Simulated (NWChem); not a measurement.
# One shape, several levels: SiO (SMILES O=[Si])

We compute a comparison of 6 runs (HF/def2-TZVPPD, B3LYP/6-31G*, PBE/def2-TZVPPD, r2SCAN/def2-TZVPPD, revPBE/def2-TZVPPD, CCSD(T)/def2-SVP) of SiO. 

The calculation is run with NWChem 7.3.0.

**1. The system as given**

SiO has 2 atoms, charge 0, and is taken as a singlet. As SMILES, `O=[Si]`. Geometry: relaxed at PBE0-D4/def2-TZVP.

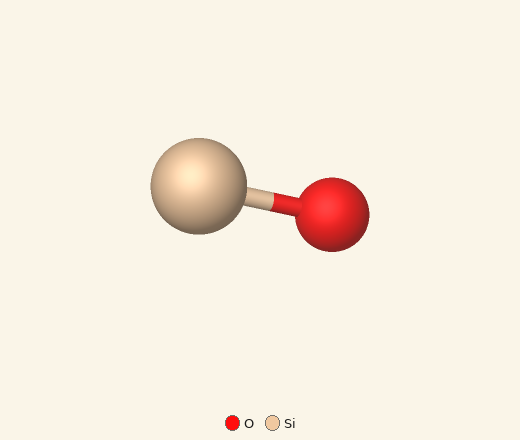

Viewed from a chosen angle; oxygen red, silicon light orange.

**2. Energy and gradient at HF/def2-TZVPPD (run 1)**

File a.nw:

```
start a
memory stack 880 mb heap 220 mb global 1100 mb
charge 0
geometry units au noautosym nocenter noautoz
  O   -1.21074753   0.43747160  -0.61227126
  Si   1.21074753  -0.43747160   0.61227126
end
basis "ao basis" spherical bse
  * library def2-TZVPPD
end
scf
  thresh 1e-08
  maxiter 80
end
task scf gradient
```

Command:

```bash
$ nwchem a.nw > a.out
```

The log of the run:

```text
[...]
  functions       =    88
[...]
  wavefunction    = RHF
[...]
         Total SCF energy =   -363.842465505566
      One-electron energy =   -583.080523234354
      Two-electron energy =    179.954725372307
 Nuclear repulsion energy =     39.283332356482
        Time for solution =     13.9s
[...]
                         RHF ENERGY GRADIENTS
    atom               coordinates                        gradient
                 x          y          z           x          y          z
   1 O      -1.210748   0.437472  -0.612271   -0.032963   0.011910  -0.016669
   2 Si      1.210748  -0.437472   0.612271    0.032963  -0.011910   0.016669
[...]
```

It took 20 s on 1 thread of Intel Xeon Platinum 8488C (Sapphire Rapids), shared host; peak memory 0.1 GiB.

**3. Energy and forces at B3LYP/6-31G(d) (spherical functions) (run 2)**

File a.nw:

```
echo
start a
title "OSi B3LYP"
memory 2200 mb

geometry units angstroms noautosym nocenter noautoz
   O     -0.640700     0.231500    -0.324000
   Si     0.640700    -0.231500     0.324000
end

basis spherical bse
   * library 6-31G*
end

dft
   xc b3lyp
   grid xfine
   convergence energy 1e-08
   iterations 100
   mulliken
end

task dft gradient
```

Command:

```bash
$ nwchem a.nw > a.out
```

The log of the run:

```text
[...]
          Wavefunction type:  closed shell.
          No. of atoms     :     2
          No. of electrons :    22
[...]
          Charge           :     0
          Spin multiplicity:     1
[...]
          AO basis - number of functions:    32
[...]
              XC Information
              --------------
                         B3LYP Method XC Potential
                     Hartree-Fock (Exact) Exchange  0.200
                        Slater Exchange Functional  0.800 local
                    Becke 1988 Exchange Functional  0.720 non-local
              Lee-Yang-Parr Correlation Functional  0.810
                  VWN I RPA Correlation Functional  0.190 local
[...]
 d= 0,ls=0.0,diis     1   -364.5650706994 -4.04D+02  7.93D-02  1.07D+00     0.4
[...]
 d= 0,ls=0.0,diis     8   -364.7163158748 -7.86D-10  2.64D-06  1.42D-08     2.4
         Total DFT energy =     -364.716315874768
      One electron energy =     -583.103766077466
           Coulomb energy =      208.593145920347
    Exchange-Corr. energy =      -29.489030914270
 Nuclear repulsion energy =       39.283335196622
[...]
      Total Density - Mulliken Population Analysis
     ---------------------------------------------
    Atom       Charge   Shell Charges
 -----------   ------   -------------------------------------------------------
    1 O    8     8.47   2.00  0.94  2.82  0.93  1.77  0.02
    2 Si  14    13.53   2.00  2.00  5.96  1.21  1.26  0.64  0.32  0.15
[...]
  wavefunction    = closed shell
                         DFT ENERGY GRADIENTS
    atom               coordinates                        gradient
                 x          y          z           x          y          z
   1 O      -1.210747   0.437472  -0.612271    0.016009  -0.005784   0.008096
   2 Si      1.210747  -0.437472   0.612271   -0.016009   0.005784  -0.008096
[...]
```

Run time: 4.2 s. Hardware: 1 thread of Intel Xeon Platinum 8488C (Sapphire Rapids), shared host; peak memory 0.11 GiB.

**4. Energy and forces at PBE/def2-TZVPPD (run 3)**

File osi.nw:

```
start osi
memory stack 880 mb heap 220 mb global 1100 mb
geometry units bohr noautosym nocenter noautoz
  O  -1.21074753  0.43747160 -0.61227126
  Si  1.21074753 -0.43747160  0.61227126
end
basis spherical bse
  * library def2-TZVPPD
end
dft
  xc xpbe96 cpbe96
  mult 1
  grid xfine
  convergence energy 1e-08
  iterations 100
  mulliken
end
task dft gradient
```

Command:

```bash
$ nwchem osi.nw > osi.out
```

The log of the run:

```text
[...]
          Wavefunction type:  closed shell.
          No. of atoms     :     2
          No. of electrons :    22
[...]
          Charge           :     0
          Spin multiplicity:     1
[...]
          AO basis - number of functions:    88
[...]
              XC Information
              --------------
          PerdewBurkeErnzerhof Exchange Functional  1.000
            Perdew 1991 LDA Correlation Functional  1.000 local
           PerdewBurkeErnz. Correlation Functional  1.000 non-local
[...]
 d= 0,ls=0.0,diis     1   -364.3742599601 -4.04D+02  2.81D-02  1.52D+00     1.4
[...]
 d= 0,ls=0.0,diis     8   -364.5456454916  2.39D-09  2.25D-06  5.36D-08     9.5
         Total DFT energy =     -364.545645491619
      One electron energy =     -583.139845668332
           Coulomb energy =      208.535184933096
    Exchange-Corr. energy =      -29.224317112865
 Nuclear repulsion energy =       39.283332356482
[...]
      Total Density - Mulliken Population Analysis
     ---------------------------------------------
    Atom       Charge   Shell Charges
 -----------   ------   -------------------------------------------------------
    1 O    8     8.37   0.79  1.18  0.62  0.94  0.30  0.04  1.84  1.81  0.78  0.03  0.00  0.02  0.01  0.00
    2 Si  14    13.63   2.01  0.57  1.39  1.14  0.69  0.04  4.12  1.68  0.53  0.98  0.25  0.01  0.12  0.08  0.00  0.03
[...]
  wavefunction    = closed shell
                         DFT ENERGY GRADIENTS
    atom               coordinates                        gradient
                 x          y          z           x          y          z
   1 O      -1.210748   0.437472  -0.612271    0.019307  -0.006976   0.009764
   2 Si      1.210748  -0.437472   0.612271   -0.019307   0.006976  -0.009764
[...]
```

Wall time 16 s (1 thread of Intel Xeon Platinum 8488C (Sapphire Rapids), shared host); peak memory 0.13 GiB.

Runs 4 to 5 aren't shown in full; the table further down has their settings and results.

**5. A single-point energy at CCSD(T)/def2-SVP (run 6)**

File a.nw:

```
start a
memory 2200 mb

geometry noautosym nocenter noautoz
  O       -0.640700       0.231500      -0.324000
  Si       0.640700      -0.231500       0.324000
end

basis spherical bse
  * library def2-SVP
end

scf
  thresh 1e-08
  maxiter 80
end

ccsd
  freeze core 6
  maxiter 60
end

task ccsd(t) energy
```

Command:

```bash
$ nwchem a.nw > a.out
```

The log of the run:

```text
[...]
  functions       =    32
[...]
  wavefunction    = RHF
[...]
         Total SCF energy =   -363.635298448074
      One-electron energy =   -582.766249623873
      Two-electron energy =    179.847615979178
 Nuclear repulsion energy =     39.283335196622
        Time for solution =      0.9s
[...]
 Total MP2 energy:           -363.906724905580404
[...]
             energy      energy      error      ampl     ampl      Block
                                                time     time      time
[...]
 Total CCSD energy:           -363.912562676500329
[...]
 Total CCSD+T(CCSD) energy:           -363.926667975453540
[...]
 Total CCSD(T) energy:                -363.923898013624864
[...]
```

Run time: 3.6 s. Hardware: 1 thread of Intel Xeon Platinum 8488C (Sapphire Rapids), shared host; peak memory 0.1 GiB.

**6. All runs side by side**

| run | level | iteration cap | module | energy (Eh) | dipole moment (D) | HOMO energy (eV) | LUMO energy (eV) | wall time |
| --- | --- | --- | --- | --- | --- | --- | --- | --- |
| 1 | HF/def2-TZVPPD | 80 | scf | -363.842466 | 3.72 | -11.91 | 0.87 | 20 s |
| 2 | B3LYP/6-31G* (spherical functions) | 100 | dft | -364.716316 | 2.59 | -8.41 | -1.84 | 4.2 s |
| 3 | PBE/def2-TZVPPD | 100 | dft | -364.545645 | 2.88 | -7.47 | -2.86 | 16 s |
| 4 | r2SCAN/def2-TZVPPD | 100 | dft | -364.699360 | 2.94 | -7.75 | -2.70 | 23 s |
| 5 | revPBE/def2-TZVPPD | 100 | dft | -364.686556 | 2.84 | -7.43 | -2.82 | 20 s |
| 6 | CCSD(T)/def2-SVP | 80 | ccsd(t) | -363.923898 | – | -11.80 | 1.57 | 3.6 s |

**7. Outcome**

```
                                          quantity          value
                               run 6: total energy  -363.92390 Eh
        run 6: HOMO energy (Hartree–Fock orbitals)      -11.80 eV
        run 6: LUMO energy (Hartree–Fock orbitals)        1.57 eV
      run 6: HOMO–LUMO gap (Hartree–Fock orbitals)       13.38 eV
run 6: correlation energy (6 core orbitals frozen)     -288.6 mEh
                             run 6: (T) correction     -11.34 mEh
```

**Reading.** Over runs 1, 2, 3, 4, 5 the dipole moment (its size) runs from 2.59 D (B3LYP/6-31G*) to 3.72 D (HF/def2-TZVPPD). The two ends differ in method and basis. Over runs 1, 2, 3, 4, 5 the HOMO–LUMO gap runs from 4.61 eV (PBE/def2-TZVPPD) to 12.77 eV (HF/def2-TZVPPD). Exact exchange widens orbital gaps. Totals of different functionals can't be ranked against each other. All runs together took 86 s, the longest 23 s.
